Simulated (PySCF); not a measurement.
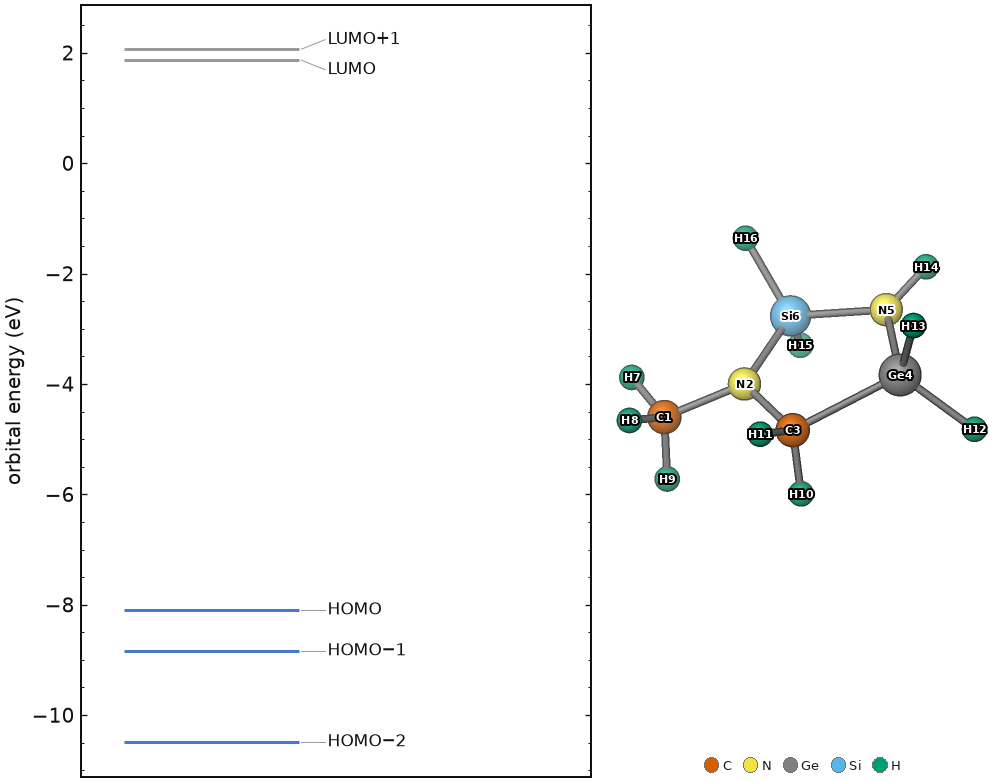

C₂H₁₀GeN₂Si, SMILES CN1[CH2][GeH2][NH][SiH2]1, singlet. Kohn-Sham orbital energies near the frontier, ωB97X-D/def2-SVPD, PySCF 2.14.0, at a GFN2-xTB geometry (no frequency check), isolated molecule; empty levels in grey, levels within 0.03 eV side by side.

> Where do the frontier orbitals lie?

HOMO at −8.10 eV, LUMO at 1.87 eV, 9.96 eV apart.

> How far below the HOMO does the next level lie?

0.74 eV.

> List the levels with the atoms that carry most of them (a dash for levels above zero or within 0.03 eV of another, where shares mean little).

| orbital | energy (eV) | Löwdin shares |
| --- | --- | --- |
| LUMO+1 | 2.07 | – |
| LUMO | 1.87 | – |
| HOMO | −8.10 | N2 54 %, C3 9 %, C1 8 % |
| HOMO−1 | −8.84 | N5 55 %, Si6 11 %, Ge4 10 % |
| HOMO−2 | −10.49 | C3 35 %, Ge4 23 %, N2 9 % |

Caveats: the tight-binding geometry is rougher than a DFT one and adds to the error; one conformer of a flexible molecule; empty levels above zero depend strongly on the basis.
